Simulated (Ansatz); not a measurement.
**Converging the plane-wave cutoff: YAl2 (R3m, 6 atoms in the cell)**

```xyz
6
Lattice="0.0000 3.9127 3.9127 3.9127 0.0000 3.9127 3.9127 3.9127 0.0000" Properties=species:S:1:pos:R:3 pbc="T T T"
Y      5.8979     5.8979     5.8979
Y      3.9127     3.9127     3.9127
Al     2.9345     0.9782     2.9345
Al     0.9782     0.9782     0.9782
Al     0.9782     2.9345     2.9345
Al     2.9345     2.9345     0.9782
```

Method: PBEsol, default PAW files made with PBE (plane waves; Ansatz, a program for electronic structure).

Base settings: basis.ecutwfc = 420 eV; kpoints.mp_grid.grid = 7 7 7; hamiltonian.xc = pbesol; hamiltonian.pseudopotentials = {kind: paw} (the program's default PAW files); scf.occupations.method = fermi_dirac; scf.occupations.width = 0.1 eV.

The second cell is the first with its lattice scaled by 0.98.

The mesh stays at the base's, so the ladder's end is converged at best in this setting alone.

The first pressure column holds Ansatz's estimate of the finite-basis (Pulay) stress, which hides part of the cutoff error; the other is without it.

Only quantities that move along the ladder and can be compared are tabulated.

The count of work is k-points × plane waves × bands × iterations; it is no time. 

The starting cell comes from a database of computed structures (which also holds hypothetical and non-ambient phases and stackings), without a prior relaxation at this level. Its lattice was rescaled by up to half a per cent. One atom was moved a little off its site on purpose.

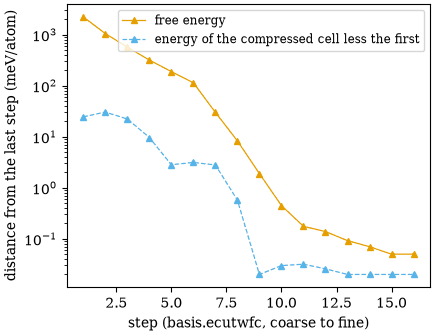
Fig. 1. Distance from the last step along the ladder; very small values are drawn at a floor.

| basis.ecutwfc | free energy less the last step's (meV/atom) | energy of the compressed cell less the first (meV/atom) | pressure (GPa) | pressure without the Pulay estimate (GPa) | largest difference of a force vector from the last step's (eV/Å) | count of work / last |
|---|---|---|---|---|---|---|
| 145 eV | 2230.90 | 40.08 | 4.22 | -46.61 | 0.081 | 0.060 |
| 170 eV | 1053.43 | 45.90 | 3.72 | -25.40 | 0.016 | 0.069 |
| 190 eV | 569.79 | 37.79 | 2.05 | -15.39 | 0.017 | 0.082 |
| 210 eV | 318.38 | 25.14 | 0.54 | -9.46 | 0.026 | 0.099 |
| 230 eV | 189.16 | 18.31 | -0.31 | -6.03 | 0.017 | 0.11 |
| 250 eV | 114.07 | 18.62 | -0.04 | -4.02 | 0.002 | 0.12 |
| 295 eV | 30.07 | 18.28 | -0.21 | -1.72 | 0.003 | 0.16 |
| 335 eV | 8.29 | 16.05 | -0.48 | -0.97 | 0.000 | 0.19 |
| 380 eV | 1.89 | 15.49 | -0.55 | -0.68 | 0.000 | 0.23 |
| 420 eV | 0.45 | 15.51 | -0.54 | -0.58 | 0.000 | 0.26 |
| 460 eV | 0.18 | 15.51 | -0.54 | -0.55 | 0.000 | 0.31 |
| 505 eV | 0.14 | 15.51 | -0.54 | -0.55 | 0.000 | 0.35 |
| 565 eV | 0.09 | 15.50 | -0.55 | -0.55 | 0.000 | 0.42 |
| 630 eV | 0.07 | 15.49 | -0.55 | -0.55 | 0.000 | 0.49 |
| 735 eV | 0.05 | 15.49 | -0.55 | -0.55 | 0.000 | 0.63 |
| 840 eV | 0.02 | 15.48 | -0.55 | -0.55 | 0.000 | 0.75 |
| 1010 eV | 0.00 | 15.48 | -0.55 | -0.55 | 0.000 | 1.0 |

Coarsest basis.ecutwfc that holds the pressure within 1 GPa of the last step, with all finer ones: 230 eV, at 0.11 of the last step's count of work; the step before is off by 1.1 GPa.

Coarsest basis.ecutwfc that holds the energy of the compressed cell less the first within 0.5 meV/atom of the last step, with all finer ones: 380 eV, at 0.23 of the last step's count of work; the step before is off by 0.57 meV/atom.

Coarsest basis.ecutwfc that holds the free energy within 5 meV/atom of the last step, with all finer ones: 380 eV, at 0.23 of the last step's count of work; the step before is off by 8.3 meV/atom.

The energy difference between the two cells stays within 1 meV/atom of the last step's from 335 eV on, the total only from 420 eV on: much of the error is common to both cells and cancels.

Two neighbours can agree and both be off: 230 eV and 250 eV differ by 0.30 meV/atom in the energy of the compressed cell less the first, yet lie about 3.1 meV/atom from the last step.

At the lowest cutoff the pressure without the Pulay estimate lies 46.1 GPa under the last step's, the usual sign of Pulay stress in an incomplete plane-wave basis.

Keys are those of Ansatz 0.2.
